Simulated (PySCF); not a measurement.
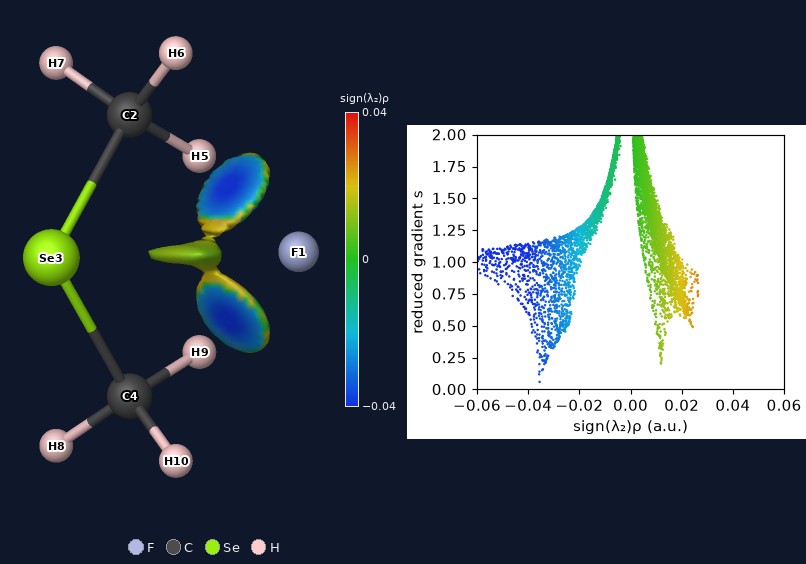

Figure. C2H6FSe, charge −1, SMILES `[F-].C[Se]C`. Non-covalent interaction surfaces between the fragments (reduced density gradient s = 0.6, coloured by sign(λ₂)ρ in a.u.; trimmed to the region between the fragments where ρ is under 0.06 a.u.). Fragment A: F(−1) (atom 1); fragment B: H6C2Se. The plot gives s against sign(λ₂)ρ for grid points between the fragments.

Computed with PySCF, CAM-B3LYP/def2-SVPD, geometry: GFN2-xTB. GFN2-xTB bond lengths at metals and heavier atoms can be off by up to 0.1 Å and shapes distorted, which carries into these values.

Cartesian coordinates (Å):

```
F1       2.8047   -0.0004   -0.0440
C2       0.3255   -1.4808    0.0593
Se3     -0.9559    0.0002   -0.0221
C4       0.3267    1.4805    0.0593
H5       1.3329   -1.0326    0.0016
H6       0.1459   -2.1469   -0.7815
H7       0.1921   -2.0155    0.9974
H8       0.1938    2.0153    0.9974
H9       1.3337    1.0315    0.0016
H10      0.1476    2.1467   -0.7814
```

Which interactions hold the two fragments together?

Answer. Bond critical points between the fragments: F1···H9, weak C–H hydrogen bond, 1.80 Å, ρ = 0.036 a.u.; F1···H5, weak C–H hydrogen bond, 1.80 Å, ρ = 0.036 a.u. The strongest appears blue (attractive, sign(λ₂)ρ well below zero). Several contacts close a ring, whose ring point adds a part with positive λ₂ between them. The pose is a local one from a semi-empirical search, not shown to be the most stable. With a charged fragment, long-range electrostatics, which these surfaces don't show, weighs heavily in the interaction energy.

How strongly are they bound?

Answer. The counterpoise-corrected interaction energy of the frozen fragments is −22.0 kcal/mol without dispersion correction and −22.6 kcal/mol with D3(BJ). The pair geometry is semi-empirical, not a minimum at this level.
